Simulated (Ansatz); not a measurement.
# NH3 (ammonia) at 6 levels

Wanted: a comparison of 6 runs (B3LYP/def2-TZVPPD, BHLYP/def2-TZVPPD, PBE-QIDH/def2-TZVPPD, SVWN5/def2-TZVPPD, revPBE/def2-TZVPPD, BCCD(T)/def2-TZVPPD) of NH3 (ammonia). 

The results are computed with Ansatz 0.2.0.

29 further runs of the same task are left out: 29 set aside as unsound or not needed.

### Step 1. The molecule

NH3 has 4 atoms, charge 0, and is taken as a singlet. SMILES: `N`. The N1–H4 distance was set to 1.519 Å, away from the relaxed value. At this shape a bond of the SMILES string is far longer than usual.

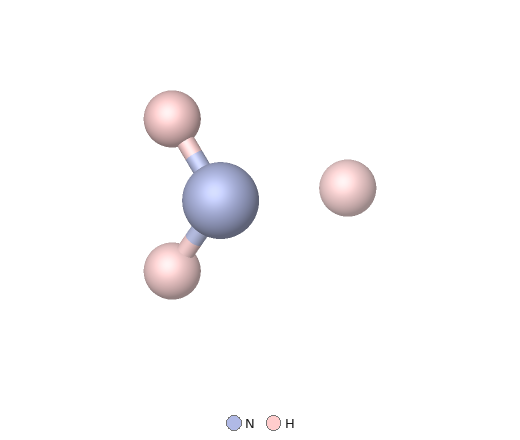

Viewed from a chosen angle; nitrogen light blue, hydrogen pink.

### Step 2. The energy at B3LYP/def2-TZVPPD (run 1)

in.yaml

```yaml
basis:
  gaussian: {orbitals: def2-TZVPPD.json}
crystal:
  periodic: [false, false, false]
  atoms:
    - {symbol: "N", position_ang: [-0.338349, 0.197060, 0.537033]}
    - {symbol: H, position_ang: [0.222031, -0.354230, 1.175283]}
    - {symbol: H, position_ang: [-1.155919, -0.354350, 0.307193]}
    - {symbol: H, position_ang: [0.466920, 0.354280, -0.741200]}
hamiltonian: {xc: {name: B3LYP}}
accuracy: high
output: {orbitals: {seedname: orbitals}}
```

The basis set def2-TZVPPD is read from a file made from the Basis Set Exchange's data (not shown).

Launch:

```bash
ansatz run in.yaml --threads 1 --pin off --max-ram 3480MiB --events-out events.jsonl --progress --plain --runs-dir runs
```

The program printed:

```text
Warning: RAYON_NUM_THREADS=1 ignored (pool sized by the plan → 1); use --threads N
Functional definition: B3LYP
  name "B3LYP"
  parameter a0 = 0.2
  parameter ax = 0.72
  parameter ac = 0.81
  exchange = (1 - a0 - ax)*slater_x + ax*b88_x + a0*exact_x
  correlation = (1 - ac)*vwn_rpa_c + ac*lyp_c
1426 factors; integrals over basis functions are off by at most 2.8e-9 eV
mean field evaluation 1: about -1529.9224 eV, gradient 6.1e1 eV
mean field evaluation 2: about -1506.5625 eV, gradient 1.0e2 eV
mean field evaluation 4: about -1537.6287 eV, gradient 1.9e0 eV
mean field evaluation 8: about -1537.6412 eV, gradient 5.7e-2 eV
mean field evaluation 16: about -1537.6412 eV, gradient 2.8e-7 eV
mean field -1537.64117837 eV, -56.5072710546 hartree, gradient 5.0e-8 eV, S^2 0.000000; 0 other end points of the search recorded, 0 dependent functions left out
reference -1537.64120974 eV, -56.5072722074 hartree; 5, 5 occupied and 83, 83 virtual orbitals, 1426 factors
Total energy: -1537.64120974 eV, -56.5072722074 hartree
```

Run time: 2.2 s. Hardware: 1 thread of Arm Neoverse V1, shared host; peak memory 0.16 GiB.

### Step 3. A single-point energy at BHLYP/def2-TZVPPD (run 2)

molecule.yaml

```yaml
crystal:
  periodic: [false, false, false]
  atoms:
    - {symbol: "N", position_ang: [-0.338349, 0.197060, 0.537033]}
    - {symbol: H, position_ang: [0.222031, -0.354230, 1.175283]}
    - {symbol: H, position_ang: [-1.155919, -0.354350, 0.307193]}
    - {symbol: H, position_ang: [0.466920, 0.354280, -0.741200]}
basis:
  gaussian:
    orbitals: def2-TZVPPD.json
hamiltonian:
  xc: {name: BHLYP}
accuracy: high
output:
  orbitals: {seedname: orbitals}
```

The basis set def2-TZVPPD is read from a file made from the Basis Set Exchange's data (not shown).

Launch:

```bash
ansatz run molecule.yaml --threads 1 --pin off --max-ram 3480MiB --events-out events.jsonl --progress --plain --runs-dir runs
```

The program printed:

```text
Warning: RAYON_NUM_THREADS=1 ignored (pool sized by the plan → 1); use --threads N
Functional definition: BHLYP
  name "BHLYP"
  parameter a = 0.5
  exchange = (1 - a)*b88_x + a*exact_x
  correlation = lyp_c
1426 factors; integrals over basis functions are off by at most 2.8e-9 eV
mean field evaluation 1: about -1531.4638 eV, gradient 4.7e1 eV
mean field evaluation 2: about -1527.2037 eV, gradient 6.2e1 eV
mean field evaluation 4: about -1536.2756 eV, gradient 5.9e-1 eV
mean field evaluation 8: about -1536.2765 eV, gradient 2.2e-2 eV
mean field evaluation 16: about -1536.2765 eV, gradient 1.0e-6 eV
mean field -1536.27652037 eV, -56.4571207979 hartree, gradient 9.0e-8 eV, S^2 0.000000; 0 other end points of the search recorded, 0 dependent functions left out
reference -1536.27654158 eV, -56.4571215776 hartree; 5, 5 occupied and 83, 83 virtual orbitals, 1426 factors
Total energy: -1536.27654158 eV, -56.4571215776 hartree
```

It took 2.4 s on 1 thread of Arm Neoverse V1, shared host; peak memory 0.16 GiB.

Run 3 isn't shown in full; the table further down has it.

### Step 4. A single-point energy at SVWN5/def2-TZVPPD (run 4)

run.yaml

```yaml
crystal:
  periodic: [false, false, false]
  atoms:
    - {symbol: "N", position_ang: [-0.338349, 0.197060, 0.537033]}
    - {symbol: H, position_ang: [0.222031, -0.354230, 1.175283]}
    - {symbol: H, position_ang: [-1.155919, -0.354350, 0.307193]}
    - {symbol: H, position_ang: [0.466920, 0.354280, -0.741200]}
basis:
  gaussian:
    orbitals: def2-TZVPPD.json
hamiltonian:
  xc: {name: SVWN5}
accuracy: high
output:
  orbitals: {seedname: orbitals}
```

The basis set def2-TZVPPD is read from a file made from the Basis Set Exchange's data (not shown).

Launch:

```bash
ansatz run run.yaml --threads 1 --pin off --max-ram 3480MiB --events-out events.jsonl --progress --plain --runs-dir runs
```

The program printed:

```text
Warning: RAYON_NUM_THREADS=1 ignored (pool sized by the plan → 1); use --threads N
Functional definition: SVWN5
  name "SVWN5"
  exchange = slater_x
  correlation = vwn5_c
1426 factors; integrals over basis functions are off by at most 2.8e-9 eV
mean field evaluation 1: about -1514.2551 eV, gradient 7.1e1 eV
mean field evaluation 2: about -1465.8966 eV, gradient 1.3e2 eV
mean field evaluation 4: about -1524.4577 eV, gradient 5.1e0 eV
mean field evaluation 8: about -1524.5605 eV, gradient 2.7e-1 eV
mean field evaluation 16: about -1524.5606 eV, gradient 1.2e-6 eV
mean field -1524.56063428 eV, -56.0265699255 hartree, gradient 1.4e-8 eV, S^2 0.000000; 0 other end points of the search recorded, 0 dependent functions left out
reference -1524.56063718 eV, -56.0265700322 hartree; 5, 5 occupied and 83, 83 virtual orbitals, 1426 factors
Total energy: -1524.56063718 eV, -56.0265700322 hartree
```

Run time: 1.6 s. Hardware: 1 thread of Arm Neoverse V1, shared host; peak memory 0.15 GiB.

Run 5 isn't shown in full; the table further down has it.

### Step 5. A single-point energy at BCCD(T)/def2-TZVPPD (run 6)

in.yaml

```yaml
crystal:
  periodic: [false, false, false]
  atoms:
    - {symbol: "N", position_ang: [-0.338349, 0.197060, 0.537033]}
    - {symbol: H, position_ang: [0.222031, -0.354230, 1.175283]}
    - {symbol: H, position_ang: [-1.155919, -0.354350, 0.307193]}
    - {symbol: H, position_ang: [0.466920, 0.354280, -0.741200]}
basis:
  gaussian: {orbitals: def2-TZVPPD.json}
correlation: {method: bccd_t, frozen_orbitals: {H: 0, "N": 1}}
accuracy: high
scf: {omitted_lower_state_checks: [cluster_reference, increment]}
```

The basis set def2-TZVPPD is read from a file made from the Basis Set Exchange's data (not shown).

Launch:

```bash
ansatz run in.yaml --threads 1 --pin off --max-ram 3480MiB --events-out events.jsonl --progress --plain --runs-dir runs
```

The program printed (excerpt; [...] marks lines left out):

```text
Warning: RAYON_NUM_THREADS=1 ignored (pool sized by the plan → 1); use --threads N
Functional definition: HF
  name "HF"
[...]
1426 factors; integrals over basis functions are off by at most 2.8e-9 eV
[...]
mean field -1527.19709794 eV, -56.1234581777 hartree, gradient 7.7e-8 eV, S^2 0.000000; 0 other end points of the search recorded, 0 dependent functions left out; unrestricted orbitals would lower it
1 core orbitals not correlated: weight in the atoms' cores, before any rotation towards them, 1.000 or more for the frozen orbitals, at most 0.000 for the correlated occupied ones
reference -1527.19709794 eV, -56.1234581777 hartree; 4, 4 occupied and 83, 83 virtual orbitals, 1426 factors
second order -6.73476853 eV of doubles, -0.00000000 eV of singles
cycle   1  -6.87374952 eV  change   -1.4e-1 eV  update   6.4e-2
[...]
cycle  26  -7.13762482 eV  change  -2.0e-10 eV  update  2.0e-10
perturbative correction -0.29424537 eV, -0.0108133180 hartree
Total energy: -1534.62896813 eV, -56.3965743699 hartree
Checks for a lower state left out: cluster_reference, increment
```

It took 11 s on 1 thread of Arm Neoverse V1, shared host; peak memory 0.61 GiB.

### Step 6. The series

```csv
run,level,frozen core orbitals,energy (Eh),HOMO energy (eV),LUMO energy (eV),HOMO–LUMO gap (eV),wall time
1,B3LYP/def2-TZVPPD,–,-56.507272,-7.47,-1.55,5.92,2.2 s
2,BHLYP/def2-TZVPPD,–,-56.457122,-9.14,-0.34,8.81,2.4 s
3,PBE-QIDH/def2-TZVPPD,1,-56.420485,-10.12,0.58,10.69,3 s
4,SVWN5/def2-TZVPPD,–,-56.026570,-6.21,-2.25,3.96,1.6 s
5,revPBE/def2-TZVPPD,–,-56.492135,-6.15,-2.17,3.98,2 s
6,BCCD(T)/def2-TZVPPD,1,-56.396574,–,–,–,11 s
```

### Step 7. What came out

| quantity | value |
| --- | --- |
| run 6: total energy | -56.39657 Eh |
| run 6: correlation energy (1 core orbital frozen) | -273.1 mEh |
| run 6: (T) correction | -10.81 mEh |

Over runs 1, 2, 3, 4, 5 the HOMO–LUMO gap runs from 3.96 eV (SVWN5/def2-TZVPPD) to 10.69 eV (PBE-QIDH/def2-TZVPPD). A double hybrid's value is that of its SCF part. Totals of different functionals can't be ranked against each other. In run 6 the log says that unrestricted orbitals would lower the reference, so the values rest on an unstable closed-shell determinant (other closed-shell runs at this shape may share the fault). All runs together took 22 s, the longest 11 s.
